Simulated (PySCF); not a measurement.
Run report: SiH3Cl, excited-state calculation

- system: SiH3Cl (chlorosilane), SMILES [SiH3]Cl
- method: TDDFT PBE0/6-31G*, vertical, gas phase, core orbitals frozen in the response (PySCF 2.14.0)

The geometry comes from this level: PBE0-D3(BJ)/def2-SVP.

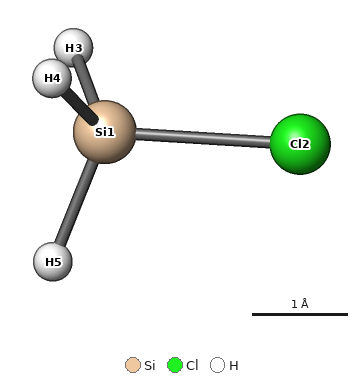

Fig. 1: The structure as given in the input (ball-and-stick view, seen at a tilt; atoms are numbered from 1 in the order of the input). Bond lengths as drawn: Cl–Si 2.07 Å and H–Si 1.49 Å.

### Results in brief

| quantity | value |
| --- | --- |
| outcome | converged |
| total energy | −751.211039 hartree |
| HOMO | −8.97 eV |
| LUMO | −0.13 eV |
| dipole moment | 1.75 D |
| mean polarisability | 30.20 a.u. |
| lowest singlet excitation | 7.29 eV |
| hardware | 1 CPU thread, shared host |
| wall time | 2.3 s |
| peak memory | 0.34 GiB |

### The input
```
{"job": {"kind": "uv", "xc": "PBE0", "basis": "6-31G*"}, "charge": 0, "multiplicity": 1}
Si     1.164099     0.919178    -0.417246
Cl     3.226844     0.843610    -0.295266
H      0.705614    -0.067343    -1.433819
H      0.755604     2.293649    -0.818468
H      0.591278     0.583531     0.915376
```

The first line tells a small driver script what to run in PySCF; the rest is the geometry in Å.

Run as:
```bash
OMP_NUM_THREADS=1 python <driver script> task.json out
```

### The program's output
```
coarse grid: 5112 points
cycle   1  E = -751.2214803715  dE = -8.258e-02  |g| = 2.158e-01  |ddm| = 1.797e+00
cycle   2  E = -751.2205354610  dE =  9.449e-04  |g| = 2.256e-01  |ddm| = 6.269e-01
cycle   3  E = -751.2372991819  dE = -1.676e-02  |g| = 6.298e-03  |ddm| = 3.265e-01
cycle   4  E = -751.2373155262  dE = -1.634e-05  |g| = 1.388e-03  |ddm| = 1.307e-02
cycle   5  E = -751.2373161726  dE = -6.465e-07  |g| = 1.597e-04  |ddm| = 2.274e-03
final grid: 39792 points
cycle   6  E = -751.2110383476  dE = -2.244e-06  |g| = 9.643e-04  |ddm| = 5.736e-03
cycle   7  E = -751.2110383805  dE = -3.290e-08  |g| = 9.157e-04  |ddm| = 2.689e-03
cycle   8  E = -751.2110386500  dE = -2.695e-07  |g| = 5.207e-05  |ddm| = 1.357e-03
cycle   9  E = -751.2110386509  dE = -8.489e-10  |g| = 1.714e-05  |ddm| = 8.860e-05
```

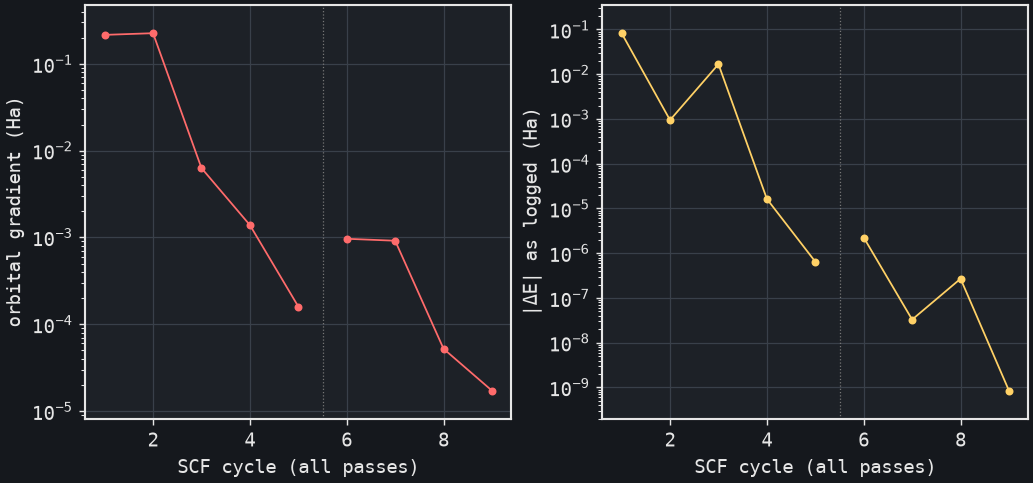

Fig. 2: Convergence of the self-consistent field: orbital gradient and size of the energy change against the SCF cycle. The dotted line marks the change from a coarse to the final integration grid. The first 5 cycles use a coarse grid, the final grid takes over at cycle 6, and the field converges after 9 cycles in all.

```
converged SCF energy = -751.2110386509

Static polarisability (au): isotropic 30.199, principal 26.529 26.534 37.534

Singlet excitations
state   eV       nm        f      main configurations
  1   7.2891    170.1   0.00724   H->L 0.99
  2   7.2894    170.1   0.00726   H-1->L 0.99
  3   9.1432    135.6   0.00000   H-1->L+1 0.40, H->L+2 0.40, H->L+1 0.10
  4   9.1917    134.9   0.00504   H-2->L 0.86
  5   9.1927    134.9   0.00500   H-3->L 0.86
  6   9.4101    131.8   0.02586   H->L+1 0.39, H-1->L+2 0.37, H-2->L 0.12
  7   9.4106    131.7   0.02598   H->L+2 0.38, H-1->L+1 0.38, H-3->L 0.12
  8   9.4525    131.2   0.01649   H-4->L 0.41, H-1->L+2 0.24, H->L+1 0.22
  9  10.3363    120.0   0.01676   H-1->L+3 0.52, H->L+3 0.41
 10  10.3365    119.9   0.01679   H->L+3 0.52, H-1->L+3 0.41

Triplet excitations (Tamm-Dancoff, eV): 6.8839 6.8842 8.5579 8.5590
```

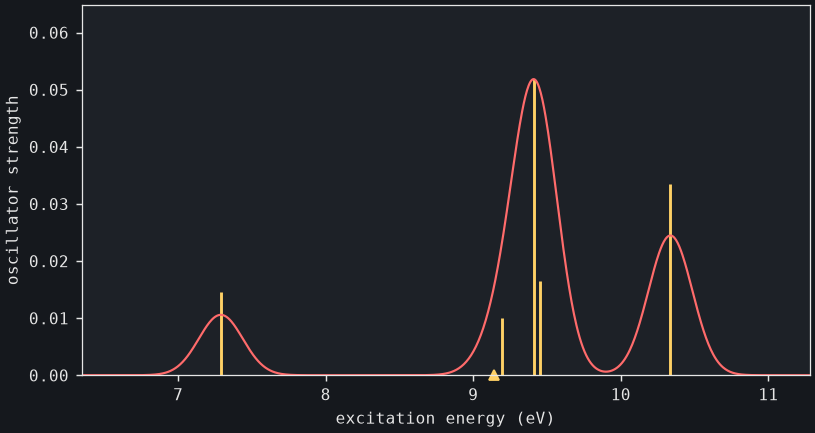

Fig. 3: Computed excitations as sticks (degenerate states added up, dark ones marked on the axis), with a Gaussian envelope of 0.35 eV full width at half maximum, scaled to the tallest. Of the 10 states the lowest lies at 7.29 eV (f = 0.007); the strongest line is at 9.41 eV, or 132 nm (f = 0.052, summed over 2 states that lie within 0.004 eV).

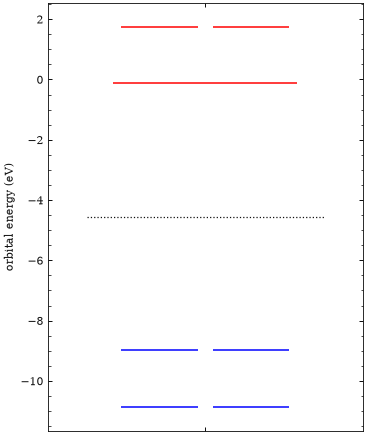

Fig. 4: Orbital energies near the frontier; the dotted line parts filled from empty levels, and levels within 0.02 eV of each other stand side by side. Highest filled −8.97 eV, lowest empty −0.13 eV, 8.84 eV apart.
